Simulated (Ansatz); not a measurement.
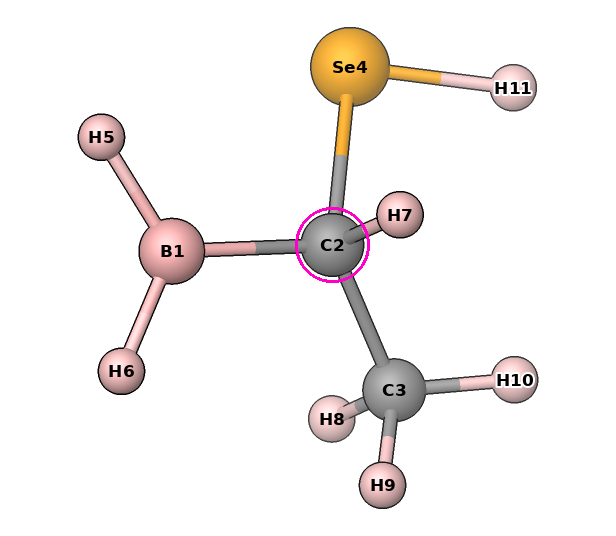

Depth is shown by fading: the farther an atom, the more it takes the colour of the background. Circles mark the stereogenic atoms. The geometry was computed by an optimisation with PBE0-D4/def2-TZVP. No frequency run is at hand to confirm it as a minimum.

### Assign CIP descriptors.

C2: S (priorities Se4 > C3 > B1 > H7).

### Give a SMILES with the stereochemistry.

B[C@@H](C)[SeH]
